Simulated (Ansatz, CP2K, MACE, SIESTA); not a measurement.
# Which run comes nearest? Glassy 75SiO2-25K2O (mol %) (60 atoms)

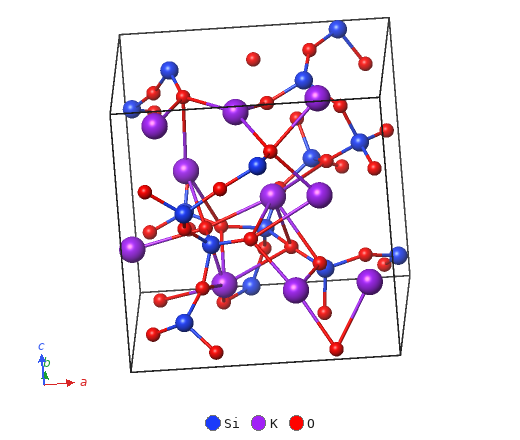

The cell (silicon blue, potassium purple, oxygen red). Bonds to atoms that aren't drawn are left out. Some periodic images of atoms are drawn too.

Density of this cell: 2.31 g/cm³. The cell holds 60 atoms: 15 Si, 10 K and 35 O. Cell: a = 9.950 Å, b = 9.950 Å, c = 9.950 Å, α = 90.0°, β = 90.0°, γ = 90.0°. 60 atoms (15 Si, 10 K, 35 O) placed at random at 2.39 g/cm³, melted at 4000 K for 10 ps at fixed volume with the Morse and Coulomb pair potential with partial charges (Pedone, Malavasi, Menziani, Cormack and Segre, J. Phys. Chem. B 110, 11780 (2006)). Quenched from 4000 K to 300 K at 50 K/ps and fixed volume, held 10 ps at zero pressure. Then every atom was moved at random, 0.03 Å r.m.s. a Cartesian component.

Geometry: as built.

The reference, a calculation:

| Property | Result |
| --- | --- |
| method | Kohn-Sham DFT, PBE, PAW, plane waves (Ansatz 0.2.0); cutoff 420 eV, Γ point, fermi-dirac smearing of 0.05 eV; PAW set soft_2 |
| r.m.s. force component | 1.836 eV/Å |
| longest force | 7.843 eV/Å |
| gap (highest filled to lowest empty level) | 2.379 eV |
| SCF cycles | 9 |
| time | 6.6 s on 4 threads of Arm Neoverse V1, shared host |
| CPU time | 23 s |

Q: Estimate the differences from the reference, the CPU time and the memory of each run.
- CP2K PBE, SZV-MOLOPT-SR, 450/40 Ry, TRS4 filter 1e-06, SCF 1e-06 (CP2K 2026.2; 4 MPI ranks)
- SIESTA PBE, DZP, shift 0.01 Ry, mesh 350 Ry (SIESTA 5.4.2; 4 MPI ranks)
- CP2K PBE, DZVP-MOLOPT-SR, 450/40 Ry, OT DIIS (CP2K 2026.2; 4 MPI ranks)
- SIESTA PBE, SZ, shift 0.02 Ry, mesh 350 Ry (SIESTA 5.4.2; 4 MPI ranks)
- CP2K PBE, SZV-MOLOPT-SR, 450/40 Ry, OT DIIS (CP2K 2026.2; 4 MPI ranks)
- MACE MP-0b2 small potential (MACE MP-0b2 small; 4 threads)

Differences are against the plane-wave reference, forces as r.m.s. over components; share is that over the reference's r.m.s. force, slope the least-squares factor from reference forces to these. Total energies of different programs have different zeros and aren't compared.

| run | Δ force, r.m.s. (meV/Å) | share (%) | slope | Δ gap (eV) | cores | CPU time | memory (GiB) |
| --- | --- | --- | --- | --- | --- | --- | --- |
| reference | - | - | - | - | 4 | 23 s | 1.0 |
| CP2K PBE, SZV-MOLOPT-SR, 450/40 Ry, TRS4 filter 1e-06, SCF 1e-06 (coarse) | 1065 | 58.0 | 1.266 | - | 4 | 48 s | 1.6 |
| SIESTA PBE, DZP, shift 0.01 Ry, mesh 350 Ry | 223 | 12.2 | 1.066 | -0.515 | 4 | 3.5 min | 1.8 |
| CP2K PBE, DZVP-MOLOPT-SR, 450/40 Ry, OT DIIS | 116 | 6.31 | 1.004 | -0.0498 | 4 | 4.7 min | 1.9 |
| SIESTA PBE, SZ, shift 0.02 Ry, mesh 350 Ry (coarse) | 890 | 48.5 | 1.265 | -1.64 | 4 | 65 s | 1.1 |
| CP2K PBE, SZV-MOLOPT-SR, 450/40 Ry, OT DIIS (coarse) | 1061 | 57.8 | 1.265 | -1.54 | 4 | 2.9 min | 1.6 |
| MACE MP-0b2 small potential | 134 | 7.31 | 0.983 | - | 4 | 9.7 s | 0.67 |

Rows marked coarse were listed beforehand as settings not expected to be converged; some can still land near the reference.

Times of the machine-learned potentials are mostly Python's start and the loading of weights.

CPU time is summed over cores on a shared host, where runs went side by side, so it is rough. Symmetry, cutoffs, thresholds, outputs and thread counts weren't matched or tuned between programs; memory under MPI is the largest rank's times the ranks.

The PBE runs in local orbitals, coarse settings apart, differ by 6.3 % (CP2K PBE, DZVP-MOLOPT-SR, 450/40 Ry, OT DIIS) to 12 % (SIESTA PBE, DZP, shift 0.01 Ry, mesh 350 Ry); basis, grid and potentials can all enter. Machine-learned potentials differ by 7.3 % (MACE MP-0b2 small potential); they were trained on other programs' data. Runs with settings chosen to be coarse differ by 48 % (SIESTA PBE, SZ, shift 0.02 Ry, mesh 350 Ry) to 58 % (CP2K PBE, SZV-MOLOPT-SR, 450/40 Ry, TRS4 filter 1e-06, SCF 1e-06), their programs' other errors included. None of the electronic-structure runs in the table takes under half the reference's CPU time of 23 s; they take 2.1 to 12 times as much. Machine-learned potentials mimic data converged in k, so the reference's own k-point error enters their differences. The network of bonds at the start is that of the classical potential that made the cell, and needn't be the one that DFT or experiment would give. The electronic-structure runs sample only Γ, in a cell whose shortest periodic width is 10 Å.

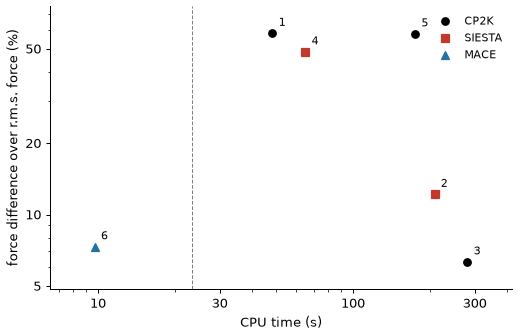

Force difference against CPU time; the dashed line marks the reference's time. Points: 1 CP2K PBE, SZV-MOLOPT-SR, 450/40 Ry, TRS4 filter 1e-06, SCF 1e-06; 2 SIESTA PBE, DZP, shift 0.01 Ry, mesh 350 Ry; 3 CP2K PBE, DZVP-MOLOPT-SR, 450/40 Ry, OT DIIS; 4 SIESTA PBE, SZ, shift 0.02 Ry, mesh 350 Ry; 5 CP2K PBE, SZV-MOLOPT-SR, 450/40 Ry, OT DIIS; 6 MACE MP-0b2 small potential.

[Hosts, paths, dates, database ids (printed as entryN), source tags and the programs' standing remarks are cut or masked in the printed files.]
